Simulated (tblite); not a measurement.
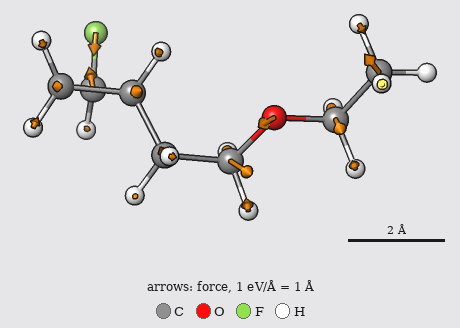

Starting geometry of C$_{7}$H$_{13}$FO with the computed forces as orange arrows. A ball-and-stick model, seen face on.

All numbers below come from GFN2-xTB geometry optimisation, gas phase in tblite 0.8.0. 

Question: What follows when this structure is relaxed?

Answer: It isn't relaxed: the largest force vector, on a C atom, is 1.09 eV/Å. The final displacements have little in common with the starting forces (cosine between the two patterns 0.16). An H atom moves most after the best rigid fit: 0.11 Å. Largest moves by element: H 0.11 Å, C 0.09 Å, F 0.07 Å, O 0.06 Å. Among the contacts that change: C–O 1.428 → 1.406 Å, C–F 1.382 → 1.366 Å, C–H 1.090 → 1.102 Å, C–H 1.096 → 1.086 Å. Bond angles that change, for instance: C–C–H 108.1° → 110.2°. The energy falls by 1.16 kcal/mol in 66 geometry steps. Cost: 0.45 s on 1 thread of AMD EPYC 7B13, on a shared host.
